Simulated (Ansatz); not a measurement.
# C2HF3O: single points with varied inputs

Aim: run C2HF3O under a spread of inputs, and see what each costs and gives.

Method: the settings change from run to run; program: Ansatz 0.2.0, Gaussian basis.

## Step 1: The molecule

The geometry comes from an earlier relaxation with PBE0-D4 in a triple-zeta def2 set; it is a stationary point, not always the lowest conformer.

SMILES `OC(F)=C(F)F`, 7 atoms, charge 0, spin multiplicity 1.

Atoms are counted from 1 here; the program's logs count them from 0.

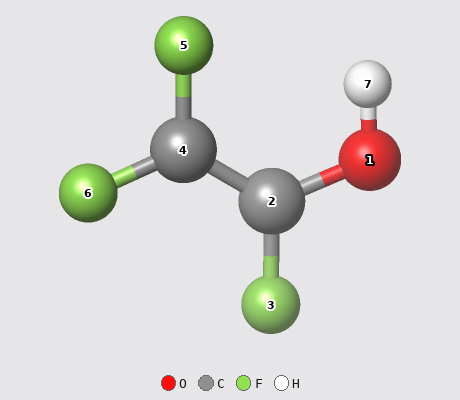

The geometry (oxygen red, carbon grey, fluorine green, hydrogen white); atoms are numbered from 1 in the order of the file.

## Step 2: B97/6-31G*

This run has atoms shaken by 0.03 Å.

Input file in.yaml:

```yaml
crystal:
  periodic: [false, false, false]
  atoms:
    - {symbol: O, position_ang: [-0.206831, -0.968708, -1.217921]}
    - {symbol: C, position_ang: [0.091140, -0.636510, 0.039180]}
    - {symbol: F, position_ang: [0.481708, -1.658420, 0.799391]}
    - {symbol: C, position_ang: [0.063952, 0.653365, 0.470769]}
    - {symbol: F, position_ang: [-0.347720, 1.665058, -0.199069]}
    - {symbol: F, position_ang: [0.315219, 1.014130, 1.725629]}
    - {symbol: H, position_ang: [-0.440558, -0.172918, -1.724418]}
basis:
  gaussian: {orbitals: "6-31G*"}
hamiltonian: {xc: {name: B97}}
output: {forces: true}
```

Command:

```console
$ ansatz run in.yaml --threads 2 --pin off --events-out ev --progress --plain --max-ram 4352MiB
```

The log of the run, cut to the lines that bear on the results:

```text
Functional definition: B97
  name "B97"
  cite "Becke, J. Chem. Phys. 107, 8554 (1997) doi:10.1063/1.475007"
[...]
      + integral(e_c_pw_opposite_spin*poly(b97_u_opposite, cos0, cos1, cos2))
825 factors; integrals over basis functions are off by at most 1.1e-3 eV
[...]
mean field -12281.47829161 eV, -451.3360025317 hartree, gradient 1.9e-5 eV, S^2 0.000000; 0 other end points of the search recorded, 0 dependent functions left out
[...]
reference -12281.47830082 eV, -451.3360028702 hartree; 24, 24 occupied and 68, 68 virtual orbitals, 825 factors
Total energy: -12281.47830082 eV, -451.3360028702 hartree
Atom 0 at    -0.206831    -0.968708    -1.217921 Å, force    -0.128957    -0.771146    -0.930119 eV/Å
Atom 1 at     0.091140    -0.636510     0.039180 Å, force     0.018732     2.081640     0.701897 eV/Å
Atom 2 at     0.481708    -1.658420     0.799391 Å, force    -0.143492     0.366884    -0.316185 eV/Å
Atom 3 at     0.063952     0.653365     0.470769 Å, force     0.866908    -3.135934     2.046616 eV/Å
Atom 4 at    -0.347720     1.665058    -0.199069 Å, force    -0.915325     1.811172    -2.119236 eV/Å
Atom 5 at     0.315219     1.014130     1.725629 Å, force     0.271730    -0.247889     0.462963 eV/Å
Atom 6 at    -0.440558    -0.172918    -1.724418 Å, force     0.030405    -0.104727     0.154065 eV/Å
Dipole moment:    -0.113201     0.202418    -0.332647 e Å
```

It took 3.8 s on 2 threads of Arm Neoverse V1, shared host.

Largest force 3.844 eV/Å, dipole 1.95 D.

## Step 3: SPW92/def2-mTZVPP

Set apart from the defaults: atoms shaken by 0.03 Å, a grid of angular degree 11.

Input file in.yaml:

```yaml
crystal:
  periodic: [false, false, false]
  atoms:
    - {symbol: O, position_ang: [-0.173345, -1.010980, -1.171763]}
    - {symbol: C, position_ang: [0.116544, -0.578667, 0.044997]}
    - {symbol: F, position_ang: [0.487402, -1.582662, 0.798817]}
    - {symbol: C, position_ang: [-0.009231, 0.663483, 0.582836]}
    - {symbol: F, position_ang: [-0.275596, 1.663785, -0.272933]}
    - {symbol: F, position_ang: [0.297593, 1.008973, 1.689132]}
    - {symbol: H, position_ang: [-0.375610, -0.217961, -1.723357]}
basis:
  gaussian: {orbitals: def2-mTZVPP, final_grid: {core_spheres: 5, valence_spheres: 4, degree: 11}}
hamiltonian: {xc: {name: SPW92}}
```

Launched as before.

The log of the run:

```text
Functional definition: SPW92
  name "SPW92"
  cite "Dirac, Proc. Camb. Phil. Soc. 26, 376 (1930) doi:10.1017/S0305004100016108"
  cite "Slater, Phys. Rev. 81, 385 (1951) doi:10.1103/PhysRev.81.385"
  cite "Perdew & Wang, Phys. Rev. B 45, 13244 (1992) doi:10.1103/PhysRevB.45.13244"
  exchange = slater_x
  correlation = pw_c
1033 factors; their error is unknown
mean field evaluation 1: about -12201.4492 eV, gradient 5.5e1 eV
mean field evaluation 2: about -12190.7714 eV, gradient 9.4e1 eV
mean field evaluation 4: about -12206.2708 eV, gradient 7.6e0 eV
mean field evaluation 8: about -12206.3952 eV, gradient 5.6e-2 eV
mean field evaluation 16: about -12206.4034 eV, gradient 3.2e-3 eV
mean field -12206.40341318 eV, -448.5770516371 hartree, gradient 2.2e-5 eV, S^2 0.000000; 0 other end points of the search recorded, 0 dependent functions left out
reference -12206.40344445 eV, -448.5770527860 hartree; 24, 24 occupied and 115, 115 virtual orbitals, 1033 factors
Total energy: -12206.40344445 eV, -448.5770527860 hartree
```

Run time: 0.75 s. Hardware: 2 threads of Arm Neoverse V1, shared host.

## Step 4: B3LYP/6-31G*

Input file in.yaml:

```yaml
crystal:
  periodic: [false, false, false]
  atoms:
    - {symbol: O, position_ang: [-0.172479, -0.975069, -1.206211]}
    - {symbol: C, position_ang: [0.114007, -0.586432, 0.040635]}
    - {symbol: F, position_ang: [0.485968, -1.598784, 0.793891]}
    - {symbol: C, position_ang: [0.053492, 0.642838, 0.525288]}
    - {symbol: F, position_ang: [-0.320901, 1.669762, -0.228583]}
    - {symbol: F, position_ang: [0.342207, 0.991087, 1.757522]}
    - {symbol: H, position_ang: [-0.440993, -0.211301, -1.728142]}
basis:
  gaussian: {orbitals: "6-31G*"}
hamiltonian: {xc: {name: B3LYP}}
```

Launched as before.

The log of the run, cut to the lines that bear on the results:

```text
Functional definition: B3LYP
  name "B3LYP"
  cite "Stephens, Devlin, Chabalowski & Frisch, J. Phys. Chem. 98, 11623 (1994) doi:10.1021/j100096a001"
  cite "Becke, Phys. Rev. A 38, 3098 (1988) doi:10.1103/PhysRevA.38.3098"
  cite "Lee, Yang & Parr, Phys. Rev. B 37, 785 (1988) doi:10.1103/PhysRevB.37.785"
  cite "Vosko, Wilk & Nusair, Can. J. Phys. 58, 1200 (1980) doi:10.1139/p80-159"
[...]
885 factors; their error is unknown
[...]
mean field -12285.55639781 eV, -451.4858701704 hartree, gradient 2.3e-5 eV, S^2 0.000000; 0 other end points of the search recorded, 0 dependent functions left out
reference -12285.55652707 eV, -451.4858749205 hartree; 24, 24 occupied and 68, 68 virtual orbitals, 885 factors
Total energy: -12285.55652707 eV, -451.4858749205 hartree
```

It took 1.4 s on 2 threads of Arm Neoverse V1, shared host.

## Step 5: PBE/6-31G

Set apart from the defaults: D4 dispersion, high accuracy.

Edit in.yaml of step 4 so:

```diff
@@ -11,3 +11,4 @@
 basis:
-  gaussian: {orbitals: "6-31G*"}
-hamiltonian: {xc: {name: B3LYP}}
+  gaussian: {orbitals: 6-31G}
+hamiltonian: {xc: {name: PBE}, dispersion: d4}
+accuracy: high
```

The command is unchanged.

The log of the run:

```text
Functional definition: PBE
  name "PBE"
  cite "Perdew, Burke & Ernzerhof, Phys. Rev. Lett. 77, 3865 (1996) doi:10.1103/PhysRevLett.77.3865"
  parent pbe
  parameter kappa = 0.804
  parameter beta = 0.06672455060314922
  exchange = pbe_x(kappa = kappa, mu = beta*pi^2/3)
  correlation = pbe_c(beta = beta)
1299 factors; integrals over basis functions are off by at most 3.7e-9 eV
mean field evaluation 1: about -12266.8342 eV, gradient 4.6e1 eV
mean field evaluation 2: about -12254.4806 eV, gradient 9.2e1 eV
mean field evaluation 4: about -12270.3048 eV, gradient 7.6e0 eV
mean field evaluation 8: about -12270.4159 eV, gradient 6.6e-1 eV
mean field evaluation 16: about -12270.4167 eV, gradient 6.9e-5 eV
mean field -12270.41672078 eV, -450.9294973016 hartree, gradient 1.5e-8 eV, S^2 0.000000; 0 other end points of the search recorded, 0 dependent functions left out
reference -12270.41672233 eV, -450.9294973585 hartree; 24, 24 occupied and 32, 32 virtual orbitals, 1299 factors
Total energy: -12270.52692148 eV, -450.9335471026 hartree
```

Run time: 2 s. Hardware: 2 threads of Arm Neoverse V1, shared host.

## Step 6: PBE/cc-pVTZ

This run has charge +1, multiplicity 2, D3(BJ) dispersion.

Edit in.yaml of step 5 so:

```diff
@@ -11,4 +11,6 @@
 basis:
-  gaussian: {orbitals: 6-31G}
-hamiltonian: {xc: {name: PBE}, dispersion: d4}
-accuracy: high
+  gaussian: {orbitals: cc-pVTZ}
+total_charge: 1
+magnetization: {spin_polarized: true, initial_magnetization: 1}
+hamiltonian: {xc: {name: PBE}, dispersion: d3bj}
+output: {forces: true}
```

Launched as before.

The log of the run, cut to the lines that bear on the results:

```text
Functional definition: PBE
  name "PBE"
  cite "Perdew, Burke & Ernzerhof, Phys. Rev. Lett. 77, 3865 (1996) doi:10.1103/PhysRevLett.77.3865"
  parent pbe
[...]
993 factors; their error is unknown
[...]
mean field -12269.85678341 eV, -450.9089199827 hartree, gradient 5.1e-5 eV, S^2 0.751483; 0 other end points of the search recorded, 0 dependent functions left out
[...]
reference -12269.85680373 eV, -450.9089207294 hartree; 24, 23 occupied and 170, 171 virtual orbitals, 993 factors
Total energy: -12269.96010864 eV, -450.9127171150 hartree
Atom 0 at    -0.172479    -0.975069    -1.206211 Å, force     0.591764     0.327064     2.304617 eV/Å
Atom 1 at     0.114007    -0.586432     0.040635 Å, force     0.291421    -6.468217    -2.647469 eV/Å
Atom 2 at     0.485968    -1.598784     0.793891 Å, force    -0.306170     1.261168    -0.377451 eV/Å
Atom 3 at     0.053492     0.642838     0.525288 Å, force    -0.320990     6.402033     2.505660 eV/Å
Atom 4 at    -0.320901     1.669762    -0.228583 Å, force     0.383858    -1.391203     0.579639 eV/Å
Atom 5 at     0.342207     0.991087     1.757522 Å, force    -0.265057    -0.859227    -1.439834 eV/Å
Atom 6 at    -0.440993    -0.211301    -1.728142 Å, force    -0.374826     0.728382    -0.925163 eV/Å
Dipole moment:    -0.139072     0.104549    -0.436946 e Å
```

Wall time 4.3 s (2 threads of Arm Neoverse V1, shared host).

Largest force 6.995 eV/Å, ⟨S²⟩ 0.751.

## Step 7: HSE06/6-31G*

This run has charge +1, multiplicity 2, a grid of angular degree 47, a point charge of 0.50 e beside it.

Edit in.yaml of step 6 so:

```diff
@@ -11,6 +11,6 @@
 basis:
-  gaussian: {orbitals: cc-pVTZ}
+  gaussian: {orbitals: "6-31G*", final_grid: {core_spheres: 20, valence_spheres: 16, degree: 47}, point_charges: [{charge: 0.50, position_ang: [3.819, -0.754, -0.981]}]}
 total_charge: 1
 magnetization: {spin_polarized: true, initial_magnetization: 1}
-hamiltonian: {xc: {name: PBE}, dispersion: d3bj}
+hamiltonian: {xc: {name: HSE06}}
 output: {forces: true}
```

Same command.

The log of the run, cut to the lines that bear on the results:

```text
Functional definition: HSE06
  name "HSE06"
  cite "Heyd, Scuseria & Ernzerhof, J. Chem. Phys. 118, 8207 (2003) doi:10.1063/1.1564060"
  cite "Krukau, Vydrov, Izmaylov & Scuseria, J. Chem. Phys. 125, 224106 (2006) doi:10.1063/1.2404663"
  cite "Heyd & Scuseria, J. Chem. Phys. 120, 7274 (2004) doi:10.1063/1.1668634"
  cite "Ernzerhof & Perdew, J. Chem. Phys. 109, 3313 (1998) doi:10.1063/1.476928"
  cite "Perdew, Burke & Ernzerhof, Phys. Rev. Lett. 77, 3865 (1996) doi:10.1103/PhysRevLett.77.3865"
  parent pbe
[...]
  # The whole range is PBE's own exchange, as in plane waves. The composition of these papers is wPBEh.
[...]
825 factors; integrals over basis functions are off by at most 1.0e-3 eV
76 factors; integrals over basis functions are off by at most 2.0e-7 eV
[...]
mean field -12262.31533284 eV, -450.6317767860 hartree, gradient 2.0e-5 eV, S^2 0.752366; 0 other end points of the search recorded, 0 dependent functions left out
[...]
reference -12262.31534718 eV, -450.6317773130 hartree; 24, 23 occupied and 68, 69 virtual orbitals, 825 factors
Total energy: -12262.31534718 eV, -450.6317773130 hartree
Atom 0 at    -0.172479    -0.975069    -1.206211 Å, force     0.804702     0.889735     3.019912 eV/Å
Atom 1 at     0.114007    -0.586432     0.040635 Å, force     0.090021    -7.280031    -2.981612 eV/Å
Atom 2 at     0.485968    -1.598784     0.793891 Å, force    -0.467700     1.810499    -0.731530 eV/Å
Atom 3 at     0.053492     0.642838     0.525288 Å, force    -0.529164     7.429397     2.914149 eV/Å
Atom 4 at    -0.320901     1.669762    -0.228583 Å, force     0.624219    -2.137963     0.983782 eV/Å
Atom 5 at     0.342207     0.991087     1.757522 Å, force    -0.427675    -1.166200    -2.208726 eV/Å
Atom 6 at    -0.440993    -0.211301    -1.728142 Å, force    -0.459764     0.541442    -0.906367 eV/Å
Dipole moment:    -0.197825     0.167337    -0.419485 e Å
```

It took 4.9 s on 2 threads of Arm Neoverse V1, shared host; peak memory 0.27 GiB.

Largest force 7.998 eV/Å, ⟨S²⟩ 0.752.

## Step 8: r2SCANh/pcseg-2

This run has D3(BJ) with three-body dispersion.

Edit in.yaml of step 7 so:

```diff
@@ -11,6 +11,3 @@
 basis:
-  gaussian: {orbitals: "6-31G*", final_grid: {core_spheres: 20, valence_spheres: 16, degree: 47}, point_charges: [{charge: 0.50, position_ang: [3.819, -0.754, -0.981]}]}
-total_charge: 1
-magnetization: {spin_polarized: true, initial_magnetization: 1}
-hamiltonian: {xc: {name: HSE06}}
-output: {forces: true}
+  gaussian: {orbitals: pcseg-2}
+hamiltonian: {xc: {name: r2SCANh}, dispersion: d3bjatm}
```

The command is unchanged.

The log of the run, cut to the lines that bear on the results:

```text
Functional definition: r2SCANh
  name "r2SCANh"
  cite "Bursch, Neugebauer, Ehlert & Grimme, J. Chem. Phys. 156, 134105 (2022) doi:10.1063/5.0086040"
  cite "Furness, Kaplan, Ning, Perdew & Sun, J. Phys. Chem. Lett. 11, 8208 (2020) doi:10.1021/acs.jpclett.0c02405"
  cite "Furness, Kaplan, Ning, Perdew & Sun, J. Phys. Chem. Lett. 11, 9248 (2020) doi:10.1021/acs.jpclett.0c03077"
  parent r2scan
[...]
991 factors; their error is unknown
[...]
mean field -12285.25481489 eV, -451.4747872023 hartree, gradient 1.4e-5 eV, S^2 0.000000; 0 other end points of the search recorded, 0 dependent functions left out
reference -12285.25482206 eV, -451.4747874658 hartree; 24, 24 occupied and 170, 170 virtual orbitals, 991 factors
Total energy: -12285.28224418 eV, -451.4757952104 hartree
```

Wall time 6 s (2 threads of Arm Neoverse V1, shared host); peak memory 0.41 GiB.

## Step 9: CAM-B3LYP/def2-TZVPD

This run has multiplicity 3, restricted open-shell orbitals.

Edit in.yaml of step 8 so:

```diff
@@ -11,3 +11,5 @@
 basis:
-  gaussian: {orbitals: pcseg-2}
-hamiltonian: {xc: {name: r2SCANh}, dispersion: d3bjatm}
+  gaussian: {orbitals: def2-TZVPD}
+magnetization: {spin_polarized: false, initial_magnetization: 2}
+hamiltonian: {xc: {name: CAM-B3LYP}}
+output: {forces: true}
```

The command is unchanged.

The log of the run, cut to the lines that bear on the results:

```text
Functional definition: CAM-B3LYP
  name "CAM-B3LYP"
  cite "Yanai, Tew & Handy, Chem. Phys. Lett. 393, 51 (2004) doi:10.1016/j.cplett.2004.06.011"
  cite "Iikura, Tsuneda, Yanai & Hirao, J. Chem. Phys. 115, 3540 (2001) doi:10.1063/1.1383587"
  cite "Becke, Phys. Rev. A 38, 3098 (1988) doi:10.1103/PhysRevA.38.3098"
  cite "Lee, Yang & Parr, Phys. Rev. B 37, 785 (1988) doi:10.1103/PhysRevB.37.785"
  cite "Vosko, Wilk & Nusair, Can. J. Phys. 58, 1200 (1980) doi:10.1139/p80-159"
[...]
  # Exact exchange under (alpha + beta erf(omega r))/r, Becke's under what is left of 1/r.
[...]
1174 factors; their error is unknown
362 factors; integrals over basis functions are off by at most 2.7e-5 eV
[...]
mean field -12283.54943246 eV, -451.4121155542 hartree, gradient 2.0e-5 eV, S^2 2.000000; 4 other end points of the search recorded, 0 dependent functions left out
[...]
reference -12283.54957355 eV, -451.4121207389 hartree; 25, 23 occupied and 218, 220 virtual orbitals, 1174 factors
Total energy: -12283.54957355 eV, -451.4121207389 hartree
Atom 0 at    -0.172479    -0.975069    -1.206211 Å, force    -0.205460     0.478322    -0.461561 eV/Å
Atom 1 at     0.114007    -0.586432     0.040635 Å, force     0.503829   -10.007363    -3.901691 eV/Å
Atom 2 at     0.485968    -1.598784     0.793891 Å, force     0.271624    -0.286874     0.806325 eV/Å
Atom 3 at     0.053492     0.642838     0.525288 Å, force    -0.545287    10.261127     3.893565 eV/Å
Atom 4 at    -0.320901     1.669762    -0.228583 Å, force    -0.082091    -0.114358    -0.358380 eV/Å
Atom 5 at     0.342207     0.991087     1.757522 Å, force     0.116213    -0.329490     0.232193 eV/Å
Atom 6 at    -0.440993    -0.211301    -1.728142 Å, force    -0.058828    -0.001363    -0.210451 eV/Å
Dipole moment:    -0.116948     0.213879    -0.295345 e Å
```

Wall time 41 s (2 threads of Arm Neoverse V1, shared host); peak memory 1.2 GiB.

Largest force 10.989 eV/Å, dipole 1.84 D.

## Step 10: rPW86-PBE/cc-pVTZ

Set apart from the defaults: a grid of angular degree 47, high accuracy.

Edit in.yaml of step 9 so:

```diff
@@ -11,5 +11,4 @@
 basis:
-  gaussian: {orbitals: def2-TZVPD}
-magnetization: {spin_polarized: false, initial_magnetization: 2}
-hamiltonian: {xc: {name: CAM-B3LYP}}
-output: {forces: true}
+  gaussian: {orbitals: cc-pVTZ, final_grid: {core_spheres: 20, valence_spheres: 16, degree: 47}}
+hamiltonian: {xc: {name: rPW86-PBE}}
+accuracy: high
```

The command is unchanged.

The log of the run:

```text
Functional definition: rPW86-PBE
  name "rPW86-PBE"
  cite "Murray, Lee & Langreth, J. Chem. Theory Comput. 5, 2754 (2009) doi:10.1021/ct900365q"
  cite "Perdew, Burke & Ernzerhof, Phys. Rev. Lett. 77, 3865 (1996) doi:10.1103/PhysRevLett.77.3865"
  parent pbe
  exchange = rpw86_x
  correlation = pbe_c
3434 factors; integrals over basis functions are off by at most 8.7e-9 eV
mean field evaluation 1: about -12306.7762 eV, gradient 6.0e1 eV
mean field evaluation 2: about -12295.6847 eV, gradient 9.8e1 eV
mean field evaluation 4: about -12312.0027 eV, gradient 6.8e0 eV
mean field evaluation 8: about -12312.0888 eV, gradient 6.3e-1 eV
mean field evaluation 16: about -12312.0895 eV, gradient 6.8e-5 eV
mean field -12312.08946386 eV, -452.4609423628 hartree, gradient 3.0e-8 eV, S^2 0.000000; 0 other end points of the search recorded, 0 dependent functions left out
reference -12312.08947324 eV, -452.4609427077 hartree; 24, 24 occupied and 170, 170 virtual orbitals, 3434 factors
Total energy: -12312.08947324 eV, -452.4609427077 hartree
```

Run time: 11 s. Hardware: 2 threads of Arm Neoverse V1, shared host; peak memory 0.83 GiB.

## Step 11: All runs side by side

| level | charge | multiplicity | geometry | functions | energy (eV) | time |
| --- | --- | --- | --- | --- | --- | --- |
| B97/6-31G* | 0 | 1 | shaken | 92 | -12281.478 | 3.8 s |
| SPW92/def2-mTZVPP | 0 | 1 | shaken | 139 | -12206.403 | 0.75 s |
| B3LYP/6-31G* | 0 | 1 | relaxed | 92 | -12285.557 | 1.4 s |
| PBE/6-31G | 0 | 1 | relaxed | 56 | -12270.527 | 2 s |
| PBE/cc-pVTZ | 1 | 2 | relaxed | 194 | -12269.960 | 4.3 s |
| HSE06/6-31G* | 1 | 2 | relaxed, point charge | 92 | -12262.315 | 4.9 s |
| r2SCANh/pcseg-2 | 0 | 1 | relaxed | 194 | -12285.282 | 6 s |
| CAM-B3LYP/def2-TZVPD | 0 | 3 | relaxed | 243 | -12283.550 | 41 s |
| rPW86-PBE/cc-pVTZ | 0 | 1 | relaxed | 194 | -12312.089 | 11 s |

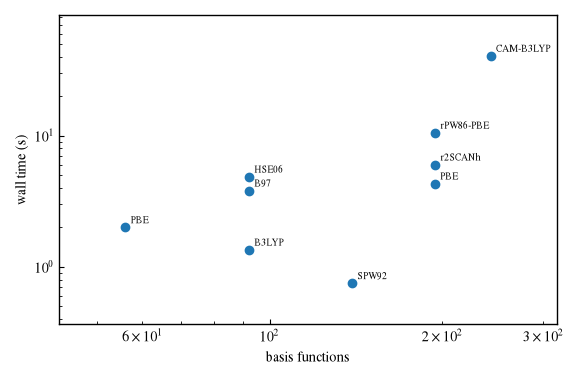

Wall time against the number of basis functions (shared host).

## Step 12: What came out

```
                                         quantity                       value
                                             runs                           9
                                         quickest   SPW92/def2-mTZVPP, 0.75 s
                                          slowest  CAM-B3LYP/def2-TZVPD, 41 s
spread of total energies, same state and geometry                     41.6 eV
```

**Reading.** Run time spans a factor of 54, from SPW92/def2-mTZVPP to CAM-B3LYP/def2-TZVPD. The jobs differ in tasks and options as well as level. The totals spread over 42 eV; they can't be compared across methods or bases.
